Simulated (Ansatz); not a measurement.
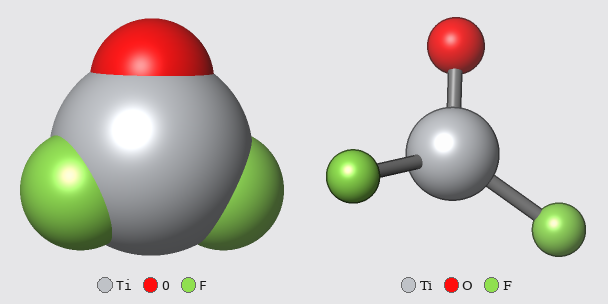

Two views of one molecule.

Charge 0, singlet. The computed structure is the end point of a PBE0-D4/def2-TZVP optimisation.

**Count the atoms of each element.**

TiOF2, 4 atoms: 1 titanium, 1 oxygen and 2 fluorine.

**How many bonds of each kind are drawn?**

2 F–Ti, 1 O–Ti. Sticks follow a distance rule.

More results for the same structure follow; atom numbers are the same in all pictures, views and colours differ.

### Shape

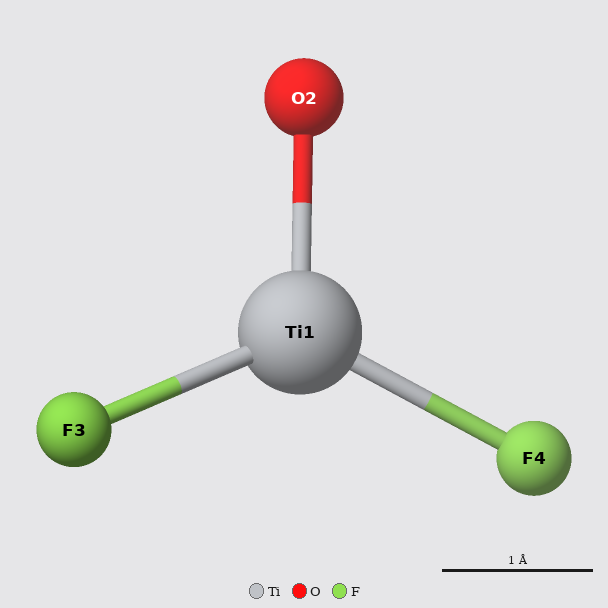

What are the angles O2–Ti1–F3, F3–Ti1–F4?

```
    angle  degrees
O2–Ti1–F3    115.8
F3–Ti1–F4    127.5
```

### Metal centre

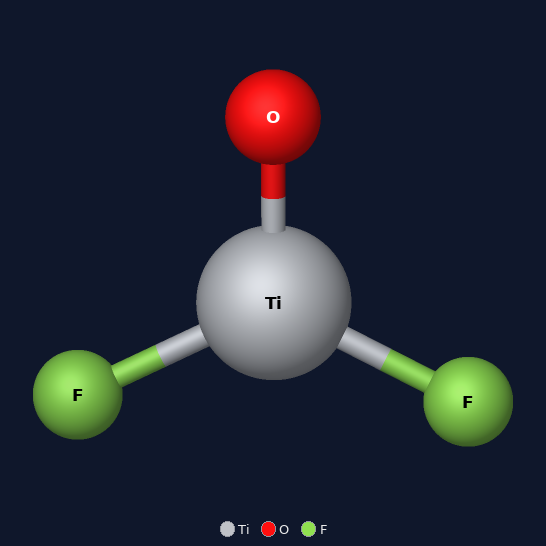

A metal compound.

**Describe the coordination sphere.**

Ti binds 3 atoms: 1 O at 1.59 Å, 2 F at 1.79 Å. The arrangement is trigonal planar.

**What are the formal oxidation state of the metal and its number of d electrons?**

Ti(IV), d⁰, counting the ligands as closed-shell ions or neutral donors.

### Vibrations

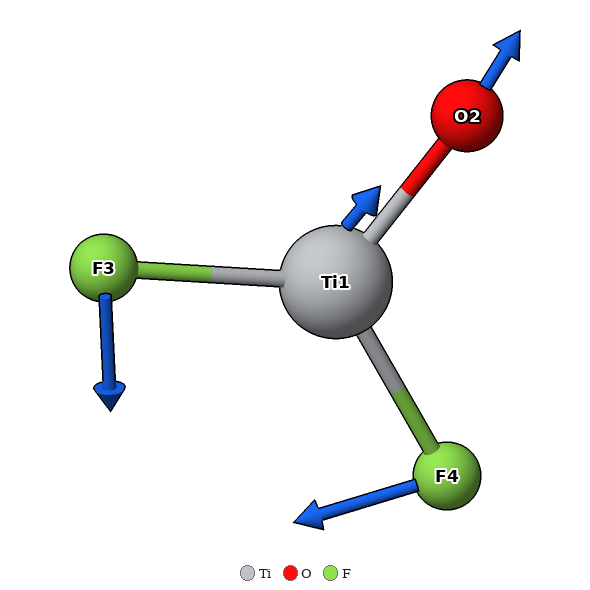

The arrows show one normal mode. Harmonic vibrations computed with RKS PBE0-D4/def2-TZVP (Ansatz 0.2.0) at a stationary point of the same level.

**What kind of motion is it?**

Mostly F–Ti–F bending.

**Estimate its harmonic wavenumber.**

199 cm⁻¹; it is mode 2 of 6 counted from the lowest.

### Dipole moment

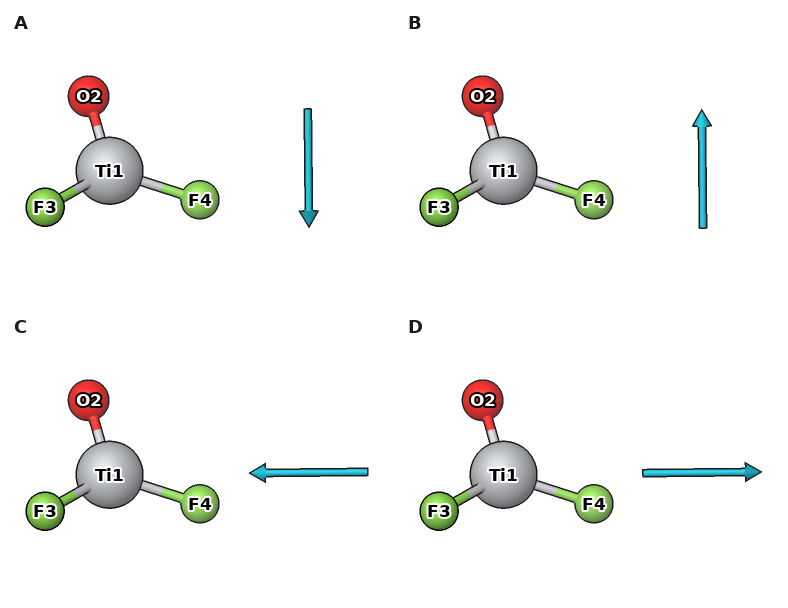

The same molecule four times, each with an arrow. Method: RKS PBE0-D4/def2-TZVP (Ansatz 0.2.0).

**Which arrow points along the dipole moment, from the negative to the positive end?**

A. The dipole moment is 1.37 D; it points from the side of O2 to the side of F3, F4 (the outermost atoms at the two ends).

### Charges

The questions are on Mulliken charges. Properties computed with RKS PBE0-D4/def2-TZVP (Ansatz 0.2.0).

Give the Mulliken charges atom by atom.

```csv
atom,value (e)
Ti1,1.51
O2,−0.52
F3,−0.50
F4,−0.50
```

Mulliken values depend strongly on the basis set and can even reverse the polarity of a bond.
